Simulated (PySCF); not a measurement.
Molecule: Sn(Vi)2(OMe)2, C₆H₁₂O₂Sn, SMILES C=[CH][Sn]([CH]=C)([O]C)[O]C, singlet. Atoms near the plane z = 0.0 Å, at the GFN2-xTB optimised geometry (x, y, z in Å): C1 (1.9, 0.5, 0.0), C2 (1.1, -0.6, 0.0), Sn3 (-1.0, -0.6, 0.0), C4 (-2.2, 1.3, 0.0), C5 (-2.0, 2.3, 0.9), H10 (1.5, 1.5, 0.1), H11 (3.0, 0.4, 0.0), H12 (1.6, -1.6, 0.0), H13 (-3.0, 1.4, -0.8), H15 (-2.7, 3.2, 0.8), H16 (-2.8, -3.2, -0.7).

Level of theory: CAM-B3LYP/def2-SVP, def2 effective core potentials past Kr (PySCF). The core electrons that the potentials of Sn replace are not part of the density. Cells within 0.4 Å of a nucleus heavier than hydrogen are left out (blank, or x). The values are rescaled to run from 0 to 1.

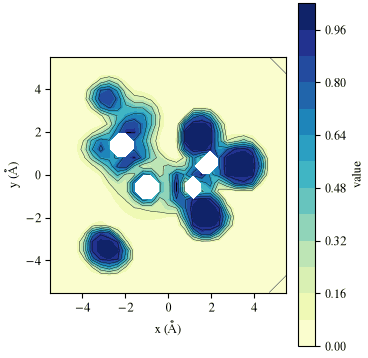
a field on the plane z = 0.0 Å.

Which quantity is mapped?
A. Laplacian of the electron density
B. electron localisation function
C. deformation density (molecule minus spherical neutral atoms)
D. an orbital amplitude

B, electron localisation function
